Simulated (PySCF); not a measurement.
**C5H5Al (SMILES C#[C][Al]([CH3])[C]#C): levels of theory compared**

Aim: a comparison of 4 runs (B3LYP/6-31G*, PBE/6-31+G*, MP2/STO-3G, MP2/def2-SVPD) of C5H5Al. The job is set up through a Python script.

The calculation is run with PySCF 2.14.0.

## 1. The structure to begin with

C5H5Al has 11 atoms, charge 0, and is taken as a singlet. SMILES: `C#[C][Al]([CH3])[C]#C`. Geometry: relaxed at PBE0-D4/def2-TZVP.

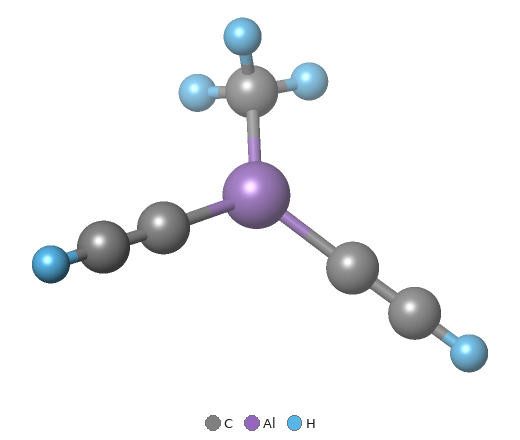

The structure, seen from a chosen angle (carbon grey, aluminium purple, hydrogen blue).

## 2. Energy and gradient at B3LYP/6-31G(d) (spherical functions) (run 1)

calc.py reads:

```python
import pyscf.grad
from pyscf import gto, dft

mol = gto.M(
    atom='''
C      5.211676    -1.287659    -2.274285
C      3.163779    -0.780646    -1.389516
Al    -0.027212    -0.005480     0.088439
C     -0.502478    -0.177256     3.713501
C     -2.687568     0.934092    -2.148430
C     -4.413077     1.536914    -3.524150
H      7.012396    -1.731745    -3.064191
H     -0.077101    -2.075675     4.417046
H     -2.426408     0.304057     4.283064
H      0.796898     1.108702     4.681985
H     -5.927504     2.066793    -4.744346
''',
    spin=0,
    basis='6-31g*',
    max_memory=1860,
    verbose=3,
    unit='bohr',
)

calc0 = dft.RKS(mol, xc='b3lyp')
calc0.conv_tol = 1e-10
calc0.grids.level = 5
calc0.kernel()
if not calc0.converged:
    calc0 = calc0.newton().run(calc0.mo_coeff, calc0.mo_occ)

e_tot = calc0.e_tot
print(f'total energy: {e_tot:.8f} hartree')
grad = calc0.Gradients().kernel()
calc0.analyze()
```

Command:

```bash
OMP_NUM_THREADS=1 python calc.py
```

The program printed:

```text
converged SCF energy = -435.865601523626
[... 22 lines left out ...]
MO #13  energy= -0.678610914514493 occ= 2
[... 16 lines left out ...]
MO #30  energy= 0.0991230261814251 occ= 0
[... 16 lines left out ...]
MO #47  energy= 0.564888513795835  occ= 0
[... 16 lines left out ...]
MO #64  energy= 0.938904349846813  occ= 0
[... 16 lines left out ...]
MO #81  energy= 1.66118870969695   occ= 0
[... 16 lines left out ...]
MO #98  energy= 3.18351572492051   occ= 0
[... 12 lines left out ...]
Dipole moment(X, Y, Z, Debye): -0.00655, -0.01183,  0.14178
```

Wall time 1.7 min (1 thread of Intel Xeon at 2.50GHz (Skylake/Cascade Lake), shared host); peak memory 1 GiB.

## 3. Energy and forces at PBE/6-31+G(d) (spherical functions) (run 2)

job.py reads:

```python
from pyscf import gto, dft

mol = gto.M(
    atom=[
    ('C', (2.757900, -0.681400, -1.203500)),
    ('C', (1.674200, -0.413100, -0.735300)),
    ('Al', (-0.014400, -0.002900, 0.046800)),
    ('C', (-0.265900, -0.093800, 1.965100)),
    ('C', (-1.422200, 0.494300, -1.136900)),
    ('C', (-2.335300, 0.813300, -1.864900)),
    ('H', (3.710800, -0.916400, -1.621500)),
    ('H', (-0.040800, -1.098400, 2.337400)),
    ('H', (-1.284000, 0.160900, 2.266500)),
    ('H', (0.421700, 0.586700, 2.477600)),
    ('H', (-3.136700, 1.093700, -2.510600)),
],
    verbose=4,
    max_memory=1860,
    charge=0,
    basis='6-31+g*',
)

calc0 = dft.RKS(mol)
calc0.xc = 'pbe'
calc0.grids.level = 5
calc0.conv_tol = 1e-10
calc0.kernel()
if not calc0.converged:
    calc0 = calc0.newton().run(calc0.mo_coeff, calc0.mo_occ)

e_final = calc0.e_tot
print(f'total energy: {e_final:.8f} hartree')
grad = calc0.nuc_grad_method().kernel()
calc0.analyze()
```

Command:

```bash
OMP_NUM_THREADS=1 python job.py
```

The program printed:

```text
PySCF version 2.14.0

[... 118 lines left out ...]
MO #12  energy= -0.668710857224349 occ= 2
[... 21 lines left out ...]
MO #34  energy= 0.0318486354779495 occ= 0
[... 21 lines left out ...]
MO #56  energy= 0.198019871167171  occ= 0
[... 21 lines left out ...]
MO #78  energy= 0.735922317002379  occ= 0
[... 21 lines left out ...]
MO #100 energy= 1.48700218157613   occ= 0
[... 21 lines left out ...]
MO #122 energy= 3.11821471266619   occ= 0
[... 136 lines left out ...]
Dipole moment(X, Y, Z, Debye): -0.01899, -0.01541,  0.22136
```

Run time: 2.3 min. Hardware: 1 thread of Intel Xeon at 2.50GHz (Skylake/Cascade Lake), shared host; peak memory 1.3 GiB.

Run 3 isn't shown in full; the table further down has it.

## 4. Energy and gradient at MP2/def2-SVPD (run 4)

geometry.xyz reads:

```xyz
11

C      2.757900    -0.681400    -1.203500
C      1.674200    -0.413100    -0.735300
Al    -0.014400    -0.002900     0.046800
C     -0.265900    -0.093800     1.965100
C     -1.422200     0.494300    -1.136900
C     -2.335300     0.813300    -1.864900
H      3.710800    -0.916400    -1.621500
H     -0.040800    -1.098400     2.337400
H     -1.284000     0.160900     2.266500
H      0.421700     0.586700     2.477600
H     -3.136700     1.093700    -2.510600
```

calc.py reads:

```python
from pyscf import gto, mp

system = gto.Mole()
system.atom = 'geometry.xyz'
system.basis = 'def2-svpd'
system.verbose = 3
system.charge = 0
system.max_memory = 1860
system.build()

mf = system.RHF()
mf.conv_tol = 1e-10
mf.kernel()
if not mf.converged:
    mf = mf.newton().run(mf.mo_coeff, mf.mo_occ)

pt = mp.MP2(mf, frozen=10).run()
e_tot = pt.e_tot
print('Final energy', e_tot)
grad = pt.nuc_grad_method().kernel()
dip = mf.dip_moment()
pop, q = mf.mulliken_pop()
```

Command:

```bash
OMP_NUM_THREADS=1 python calc.py
```

The program printed:

```text
converged SCF energy = -433.870769766964
[... 2 lines left out ...]
Final energy -434.595537884467
[... 8 lines left out ...]
Dipole moment(X, Y, Z, Debye): -0.02016, -0.00366,  0.08121
[... 176 lines left out ...]
charge of   10H =      0.01681
```

It took 3.9 min on 1 thread of Intel Xeon at 2.50GHz (Skylake/Cascade Lake), shared host; peak memory 1.8 GiB.

## 5. All runs side by side

```csv
run,level,integration grid,frozen core orbitals,energy (Eh),dipole moment (D) of the reference,HOMO energy (eV),LUMO energy (eV),wall time
1,B3LYP/6-31G* (spherical functions),5,–,-435.865602,0.14,-7.39,-1.54,1.7 min
2,PBE/6-31+G* (spherical functions),5,–,-435.446508,0.22,-6.77,-2.40,2.3 min
3,MP2/STO-3G,–,10,-429.226263,0.70,-8.34,6.95,8.4 s
4,MP2/def2-SVPD,–,10,-434.595538,0.08,-10.74,1.42,3.9 min
```

## 6. Summary of results

| quantity | value |
| --- | --- |
| run 4: total energy | -434.59554 Eh |
| run 4: dipole moment (Hartree–Fock density) | 0.08 D |
| run 4: HOMO energy (Hartree–Fock orbitals) | -10.74 eV |
| run 4: LUMO energy (Hartree–Fock orbitals) | 1.42 eV |
| run 4: HOMO–LUMO gap (Hartree–Fock orbitals) | 12.16 eV |
| run 4: correlation energy (10 core orbitals frozen) | -724.8 mEh |
| run 4: largest force on an atom | 2.694 eV/Å |

What this shows: Totals of different functionals can't be ranked against each other. In run 3 the basis is minimal, so the values are rough. All runs together took 8 min, the longest 3.9 min.
